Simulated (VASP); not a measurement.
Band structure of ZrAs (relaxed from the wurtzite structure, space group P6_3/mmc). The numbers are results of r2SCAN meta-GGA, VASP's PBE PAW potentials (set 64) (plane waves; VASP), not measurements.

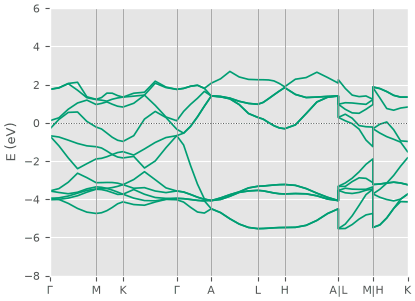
Figure: Bands along high-symmetry lines, zero at the valence-band maximum or, without a gap, the Fermi level

Problem. Read the plot: is there a gap, and where are the band edges?

Solution. It has no gap at this level: it comes out as a metal or semimetal.

The structure was generated: ZrAs was put into the wurtzite type (P6_3mc), which need not be its known phase. It was relaxed first, which changed the volume by -37 %. The relaxed cell has space group P6_3/mmc.
